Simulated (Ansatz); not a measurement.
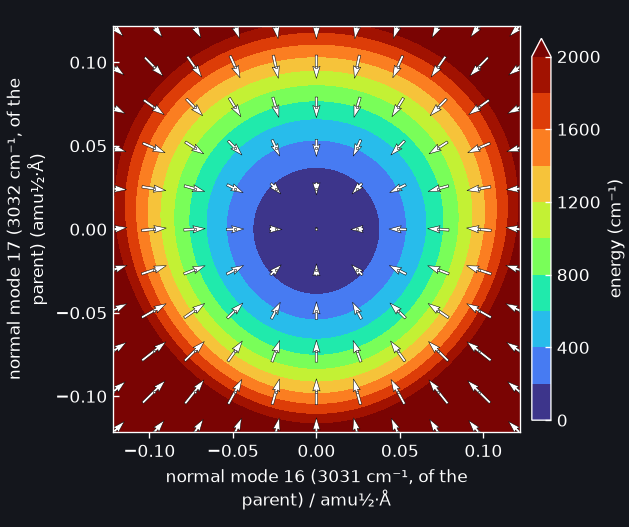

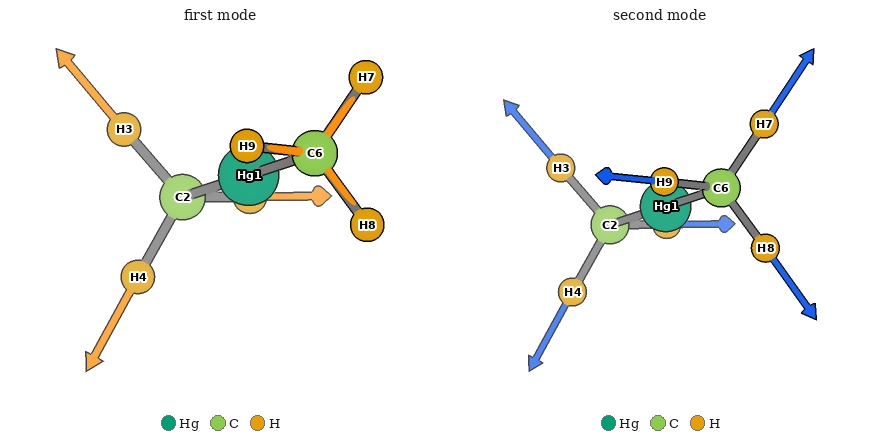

Energy landscape of C2H6Hg, charge +1, spin multiplicity 2. Coordinates scanned: (1) normal mode 16 (3031 cm⁻¹, of the parent); (2) normal mode 17 (3032 cm⁻¹, of the parent). Nothing is relaxed (straight displacements along the two mass-weighted modes). Grid: 11 × 11 points; 114 points were computed and 7 follow by symmetry. Points are written as (first, second). Energies: cm⁻¹, counted from the lowest grid point. Near the degeneracy a single determinant is a rough description. Level of theory: UKS B3LYP-D4/def2-SVP in Ansatz.

In the figure: filled contours, dots at the grid points, arrows along the force (downhill), their lengths compressed, one colour for all values above the top of the scale. Between grid points the surface is interpolated. The second picture is the structure at the lowest point

Question: What does the map say about the system?

Answer: The lowest grid point is at (0.000 amu½·Å, 0.000 amu½·Å). No other kind of well shows on this grid. The highest grid point, (−0.122 amu½·Å, −0.122 amu½·Å), lies 4903 cm⁻¹ above the lowest.

The values on the grid:

```
second ↓, first →  −0.122  −0.097  −0.073  −0.049  −0.024  0.000  0.024  0.049  0.073  0.097  0.122
            0.122    3434    2881    2455    2150    1967   1907   1967   2150   2454   2881   3434
            0.097    2871    2284    1831    1508    1314   1250   1314   1508   1831   2284   2872
            0.073    2444    1821    1341     998     792    724    792    998   1341   1822   2445
            0.049    2158    1498     989     626     407    335    407    626    989   1499   2159
            0.024    2022    1323     783     398     167     90    167    398    783   1323   2024
            0.000    2046    1305     734     326      81      0     81    326    734   1306   2048
           −0.024    2239    1454     849     418     158     72    158    418    849   1455   2240
           −0.049    2611    1781    1140     684     409    318    409    684   1140   1781   2612
           −0.073    3170    2292    1615    1132     842    745    841   1132   1615   2293   3171
           −0.097    3929    3001    2284    1774    1467   1365   1467   1773   2284   3001   3930
           −0.122    4903    3922    3164    2624    2300   2192   2299   2624   3164   3921   4903
```

Time for the 114 points that were run: 13 min on 1 thread of Arm Neoverse V2, with other jobs on the host.
